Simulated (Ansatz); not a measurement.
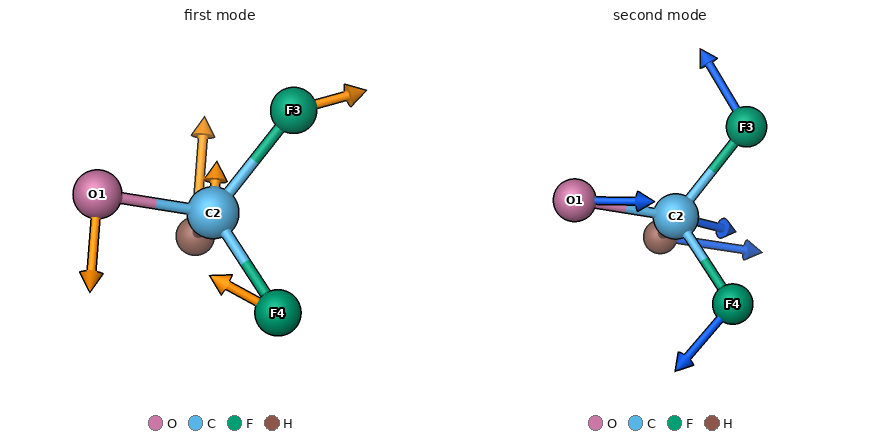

The system is CHF₂O, SMILES [O]C(F)F, spin multiplicity 2; the picture shows the reference structure; its two panels give the patterns of the first and the second mode as arrows. 
- The first coordinate is: normal mode 1 (470 cm⁻¹); the second: normal mode 2 (483 cm⁻¹).
- Nothing is relaxed (straight displacements along the two mass-weighted modes).
- Grid: 15 × 15 points; 120 points were computed and 105 follow by symmetry.
- Points are written as (first, second).
- Energies: eV, counted from the lowest grid point.
- All numbers below come from Ansatz 0.2.0, UKS PBE-D4/def2-TZVP.

Its coordinates:

```yaml
atoms:
  - { symbol: O, position_ang: [-0.5380, -0.3605, 1.1540] }
  - { symbol: C, position_ang: [-0.0036, -0.0280, 0.0160] }
  - { symbol: F, position_ang: [1.1270, -0.7107, -0.3588] }
  - { symbol: F, position_ang: [-0.8319, -0.0262, -1.0788] }
  - { symbol: H, position_ang: [0.2965, 1.0517, 0.2261] }
```

Range: normal mode 1 (470 cm⁻¹) from −0.860 to 0.860 amu½·Å; normal mode 2 (483 cm⁻¹) from −0.837 to 0.837 amu½·Å.

**What will the energy surface look like?**

The lowest grid point is at (0.000 amu½·Å, 0.000 amu½·Å). No other kind of well shows on this grid. The highest grid point, (−0.860 amu½·Å, −0.837 amu½·Å), lies 0.576 eV above the lowest.

| normal mode 2 (483 cm⁻¹) ↓, normal mode 1 (470 cm⁻¹) → | −0.860 | −0.737 | −0.614 | −0.491 | −0.369 | −0.246 | −0.123 | 0.000 | 0.123 | 0.246 | 0.369 | 0.491 | 0.614 | 0.737 | 0.860 |
| --- | --- | --- | --- | --- | --- | --- | --- | --- | --- | --- | --- | --- | --- | --- | --- |
| 0.837 | 0.513 | 0.448 | 0.393 | 0.348 | 0.313 | 0.288 | 0.273 | 0.268 | 0.273 | 0.288 | 0.313 | 0.348 | 0.393 | 0.448 | 0.513 |
| 0.717 | 0.469 | 0.400 | 0.340 | 0.290 | 0.251 | 0.223 | 0.206 | 0.200 | 0.206 | 0.223 | 0.251 | 0.290 | 0.340 | 0.400 | 0.469 |
| 0.598 | 0.427 | 0.354 | 0.290 | 0.237 | 0.196 | 0.166 | 0.147 | 0.141 | 0.147 | 0.166 | 0.196 | 0.237 | 0.290 | 0.354 | 0.427 |
| 0.478 | 0.389 | 0.312 | 0.246 | 0.191 | 0.148 | 0.117 | 0.098 | 0.092 | 0.098 | 0.117 | 0.148 | 0.191 | 0.246 | 0.312 | 0.389 |
| 0.358 | 0.355 | 0.277 | 0.209 | 0.153 | 0.109 | 0.078 | 0.059 | 0.052 | 0.059 | 0.078 | 0.109 | 0.153 | 0.209 | 0.277 | 0.355 |
| 0.239 | 0.328 | 0.248 | 0.180 | 0.124 | 0.080 | 0.049 | 0.030 | 0.024 | 0.030 | 0.049 | 0.080 | 0.124 | 0.180 | 0.248 | 0.328 |
| 0.119 | 0.309 | 0.229 | 0.161 | 0.106 | 0.062 | 0.031 | 0.012 | 0.006 | 0.012 | 0.031 | 0.062 | 0.106 | 0.161 | 0.229 | 0.309 |
| 0.000 | 0.299 | 0.220 | 0.153 | 0.098 | 0.055 | 0.024 | 0.006 | 0.000 | 0.006 | 0.024 | 0.055 | 0.098 | 0.153 | 0.220 | 0.299 |
| −0.119 | 0.299 | 0.221 | 0.156 | 0.102 | 0.060 | 0.030 | 0.012 | 0.006 | 0.012 | 0.030 | 0.060 | 0.102 | 0.156 | 0.221 | 0.299 |
| −0.239 | 0.311 | 0.235 | 0.171 | 0.118 | 0.078 | 0.049 | 0.031 | 0.025 | 0.031 | 0.049 | 0.078 | 0.118 | 0.171 | 0.235 | 0.311 |
| −0.358 | 0.335 | 0.262 | 0.199 | 0.148 | 0.109 | 0.081 | 0.064 | 0.058 | 0.064 | 0.081 | 0.109 | 0.148 | 0.199 | 0.262 | 0.335 |
| −0.478 | 0.373 | 0.302 | 0.241 | 0.192 | 0.154 | 0.127 | 0.110 | 0.105 | 0.110 | 0.127 | 0.154 | 0.192 | 0.241 | 0.302 | 0.373 |
| −0.598 | 0.426 | 0.356 | 0.298 | 0.251 | 0.214 | 0.188 | 0.172 | 0.167 | 0.172 | 0.188 | 0.214 | 0.251 | 0.298 | 0.356 | 0.426 |
| −0.717 | 0.493 | 0.427 | 0.371 | 0.325 | 0.290 | 0.265 | 0.250 | 0.245 | 0.250 | 0.265 | 0.290 | 0.325 | 0.371 | 0.427 | 0.493 |
| −0.837 | 0.576 | 0.513 | 0.459 | 0.416 | 0.382 | 0.358 | 0.344 | 0.339 | 0.344 | 0.358 | 0.382 | 0.416 | 0.459 | 0.513 | 0.576 |

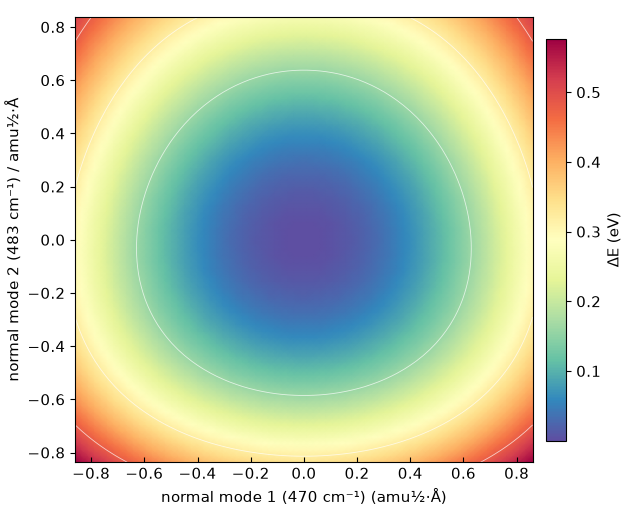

Drawn: a smooth colour map with a few white contour lines. Between grid points the surface is interpolated.

Each point was launched as `ansatz run input.yaml --threads 1 --pin off --max-ram 2560MiB --backend cpu --events-out ev --progress --plain --runs-dir out`. The whole map (120 points run) took 6.4 min on 1 thread of Intel(R) Xeon(R) 6975P-C (Granite Rapids) (shared host).
